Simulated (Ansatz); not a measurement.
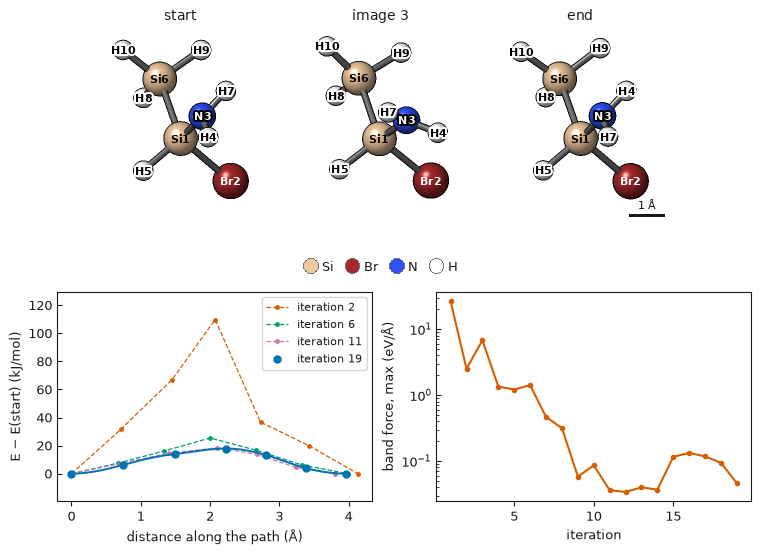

NEB run on Si2NH6Br. Images are numbered from 0 (start) to 6 (end). The plot follows the band through its iterations. Style: ball-and-stick. Shown from a free direction.

All numbers below come from RKS PBE0-D4/def2-SVP in Ansatz. Settings: 5 movable images; climbing image; force threshold 0.05 eV/Å; iteration limit 60; starting path through a guess of the saddle point.

Did the band converge, and can the barrier be trusted?

The result is final at these settings. The band converged in 19 iterations. The largest component of the band force went from 27 to 0.046 eV/Å. The climbing image converged on the top of the path. Its vibrational analysis gives one imaginary mode (252i cm⁻¹), as a transition state must have. The first iteration put the highest image at 355.4 kJ/mol. The barrier is about 17.9 kJ/mol in both directions, with image 3 at the top; the ends have the same energy.
